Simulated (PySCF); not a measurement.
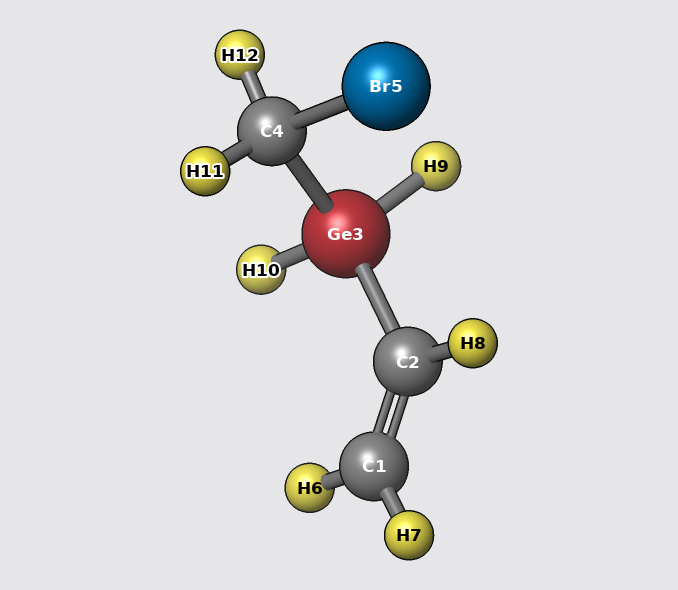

The computed structure is the end point of a GFN2-xTB optimisation. No frequency run is at hand to confirm it as a minimum. Electric field gradients from the ground-state density, B3LYP/pcJ-1 (pcSseg-1 on Br) (pcSseg-1 on Ge) (PySCF 2.14.0), non-relativistic apart from any core potentials.

Give the largest field-gradient component, the quadrupole coupling constant and the asymmetry for 73Ge at Ge3 (Q = −196 mb), 79Br at Br5 (Q = 313 mb), 2H at H6 (Q = 2.86 mb), 2H at H7 (Q = 2.86 mb).

```
atom  V_zz (a.u.)  e²qQ/h (MHz)     η
 Ge3        0.518         −23.8  0.66
 Br5        7.976         586.6  0.03
  H6        0.319         0.214  0.06
  H7        0.320         0.215  0.04
```

The geometry is semi-empirical. Around Br, Ge such bond lengths and angles can be off by a tenth of an ångström or more and by several degrees, and values that hang on the shape move with them.
